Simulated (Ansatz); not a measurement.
These are PBE (plane waves to 420 eV, PAW; Ansatz, a quantum-chemistry and plane-wave program) values and carry that method's errors.

Host crystal: monoclinic HfO2, with a band gap (PBE, scalar-relativistic without spin-orbit coupling).

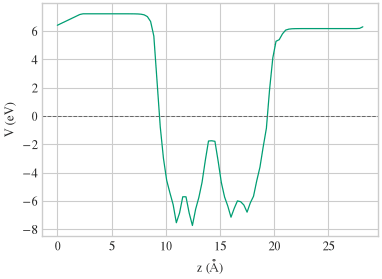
*Planar average of the electrostatic potential across the slab, in eV from the highest filled level, for H2O on the 1x1 (100) surface of monoclinic HfO2 (cut with top plane 2 O), one in a 1x1 cell, started at the site 'bridge O-O (span 5.2 Å)'*

Set-up: 27 atoms, 9.3 Å thick at the start under the adsorbate (thin: gaps and levels are the slab's own); mesh 4x4x1; 0.01 eV smearing; dipole correction on; 12 atoms held, the rest relaxed; no symmetry held; no spin, no spin-orbit, no U, no dispersion correction. At the end it is bonded to Hf + O. In PBE it is, or lies within 0.03 eV of, the lowest of the starts that converged.

Question: The surface cell has an area of 27.90 Å². What dipole along the normal does the step between the two vacuum levels imply?

Answer: the top vacuum level lies 1.05 eV below the bottom one; p = −ε₀ A ΔV (ε₀ = 0.005526 e/(V·Å)) gives 0.16 e·Å a cell.
